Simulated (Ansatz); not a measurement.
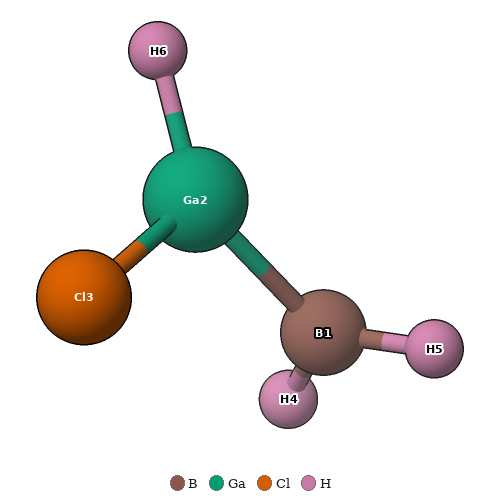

The system is BClGaH₃ (SMILES [BH2][GaH][Cl]) with the probe Cl-; the picture shows it without the atoms that are moved over the map. 
- The probe is moved over the molecule's main plane.
- Coordinates scanned: (1) x of the probe's Cl atom; (2) y of the probe's Cl atom.
- Nothing is relaxed (molecule and probe rigid).
- The grid has 11 × 11 points. At 20 points there is no value (left out of the scan, as a rule where atoms come close).
- Points are written as (first, second).
- Energies: kJ/mol, counted from the lowest grid point.
- Energies and slopes of some neighbouring points disagree (a jump in structure or state, or too coarse a mesh).
- Method: Ansatz 0.2.0, RKS PBE0-D4/def2-SVPD.

Range: x of the probe's Cl atom from −5.20 to 5.20 Å; y of the probe's Cl atom from −5.20 to 5.20 Å.

**What will the energy surface look like?**

The lowest grid point is at (3.12 Å, 1.04 Å) [nearest 1 B at 2.03 Å]. The highest grid point, (0.00 Å, −1.04 Å) [nearest 1 B at 1.83 Å and 1 Ga at 1.85 Å], lies 1076 kJ/mol above the lowest.

| y of the probe's Cl atom ↓, x of the probe's Cl atom → | −5.20 | −4.16 | −3.12 | −2.08 | −1.04 | 0.00 | 1.04 | 2.08 | 3.12 | 4.16 | 5.20 |
| --- | --- | --- | --- | --- | --- | --- | --- | --- | --- | --- | --- |
| 5.20 | 173 | 170 | 165 | 157 | 148 | 143 | 141 | 142 | 145 | 149 | 153 |
| 4.16 | 175 | 171 | 163 | 149 | 146 | 155 | 135 | 123 | 128 | 138 | 146 |
| 3.12 | 177 | 173 | 163 | 174 | 509 | – | 317 | 96 | 96 | 120 | 138 |
| 2.08 | 179 | 179 | 207 | 380 | – | – | – | 81 | 32 | 89 | 126 |
| 1.04 | 181 | 209 | 605 | – | – | – | – | 491 | 0 | 57 | 116 |
| 0.00 | 181 | 264 | – | – | – | – | – | – | – | 89 | 117 |
| −1.04 | 179 | 235 | – | – | – | 1076 | – | – | 1023 | 170 | 131 |
| −2.08 | 179 | 185 | 373 | 925 | 798 | 172 | 122 | 459 | 355 | 158 | 143 |
| −3.12 | 180 | 179 | 188 | 215 | 193 | 119 | 82 | 112 | 140 | 146 | 151 |
| −4.16 | 180 | 180 | 179 | 177 | 167 | 151 | 139 | 139 | 147 | 153 | 158 |
| −5.20 | 178 | 179 | 178 | 176 | 171 | 165 | 160 | 158 | 158 | 160 | 162 |

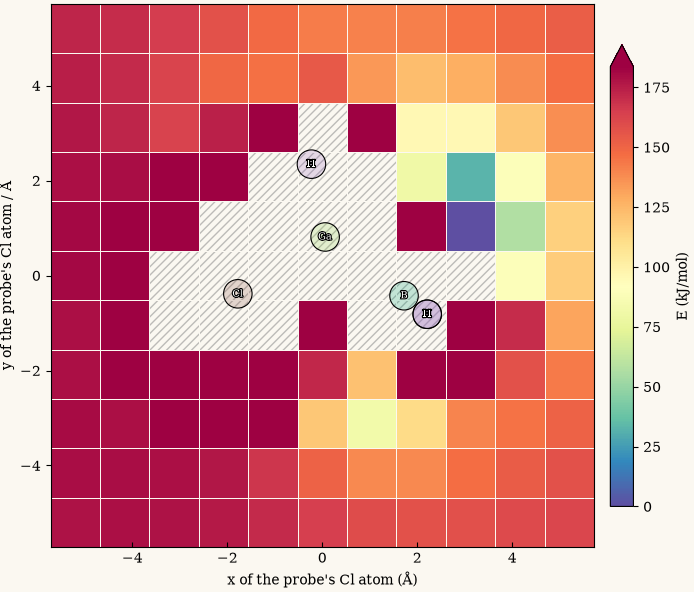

In the figure: one coloured cell a grid point, labelled circles for the molecule's atoms, projected on the plane, one colour for all values above the top of the scale, hatched blanks where no value was computed.

Time for the 101 points that were run: 14 min on 1 thread of AMD EPYC 9R14 (Zen 4), with other jobs on the host.
